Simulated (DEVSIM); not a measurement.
Structure: Schottky contact on n-type Si, at 300 K.

| layer (left to right) | material | thickness (μm) | Nd (cm⁻³) | τn (s) | τp (s) |
|---|---|---|---|---|---|
| 1 | Si | 1.50 | 8.4e16 | 2.7e-7 | 8.1e-9 |

Left contact: Schottky, work function 4.89 eV, emission velocity 3.8e6 cm/s. Right contact: ohmic. Voltage is applied to the left contact. Recombination: SRH at mid-gap, radiative. Mobility is μmin + (μ − μmin)/(1 + (N/Nref)^α).

Constants are typed, rounded textbook-type inputs, not results; the design itself was drawn at random and stands for no fabricated device. Values at 300 K.

```
parameter           Si
-------------  -------
gap (eV)         1.124
affinity (eV)     4.05
permittivity      11.7
Nc (cm⁻³)      2.86e19
Nv (cm⁻³)       3.1e19
μn (cm²/Vs)       1417
μp (cm²/Vs)        470
μn,min              52
μp,min              45
Nref,n          9.7e16
Nref,p          2.2e17
αn                0.68
αp                0.72
B (cm³/s)      4.7e-15
```

Simulated with DEVSIM: 1D drift-diffusion, Boltzmann statistics, complete ionisation; no tunnelling, impact ionisation, image-force lowering or self-heating. Metal contacts follow the ideal Schottky-Mott rule: no Fermi-level pinning, no interface dipoles.

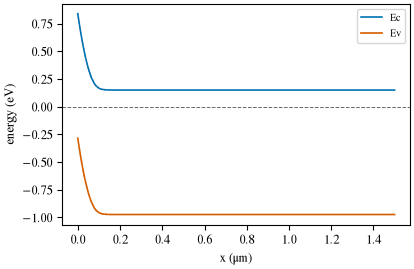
Band edges at zero bias

Energies count from the Fermi level of the right contact; mesh points crowd at the junctions.

```tsv
x (μm)	Ec (eV)	Ev (eV)	n (cm⁻³)	p (cm⁻³)	field (V/cm)
0.000	0.840	-0.284	220000	5.3e14	-130000
0.009223	0.724	-0.400	1.9e7	6.0e12	-120000
0.02006	0.603	-0.521	2.1e9	5.4e10	-110000
0.03674	0.445	-0.679	9.5e11	1.2e8	-84000
0.06656	0.254	-0.870	1.6e15	74000	-45000
0.1005	0.167	-0.957	4.5e16	2600	-10000
0.1404	0.152	-0.972	8.1e16	1400	-760
0.2303	0.151	-0.973	8.4e16	1400	≈ 0
0.3115	0.151	-0.973	8.4e16	1400	≈ 0
0.4365	0.151	-0.973	8.4e16	1400	≈ 0
0.6078	0.151	-0.973	8.4e16	1400	≈ 0
0.8632	0.151	-0.973	8.4e16	1400	≈ 0
1.023	0.151	-0.973	8.4e16	1400	≈ 0
1.159	0.151	-0.973	8.4e16	1400	≈ 0
1.278	0.151	-0.973	8.4e16	1400	≈ 0
1.345	0.151	-0.973	8.4e16	1400	≈ 0
1.394	0.151	-0.973	8.4e16	1400	≈ 0
1.425	0.151	-0.973	8.4e16	1400	≈ 0
1.458	0.151	-0.973	8.4e16	1400	≈ 0
1.476	0.151	-0.973	8.4e16	1400	≈ 0
1.489	0.151	-0.973	8.4e16	1400	≈ 0
1.500	0.151	-0.973	8.4e16	1400	≈ 0
```
